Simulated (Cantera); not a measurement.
Input: 1 mol SiCl4, 4.5 mol H2, a varied amount of HCl, held at 1050 °C and 1.80 bar.

Equilibrium computed with Cantera from the NASA thermochemical tables; the gas is ideal and each condensed phase is pure. Candidate condensed phases: Si; 19 gas species. The tables' values for SiCl3 are old estimates; treat these amounts as uncertain. Rates play no part.

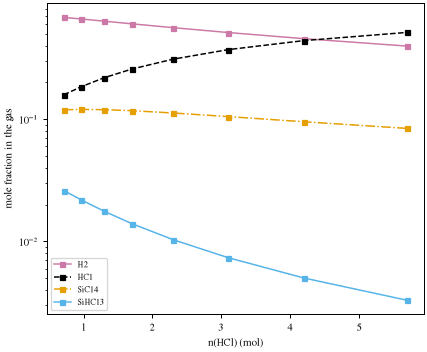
*Equilibrium gas composition (values under 1e-9 drawn at 1e-9)*

Question: Read off the mole fractions at 5.7 mol HCl.

Answer: HCl about 0.51, H2 about 0.40, SiCl4 about 0.084, SiHCl3 about 0.0033.
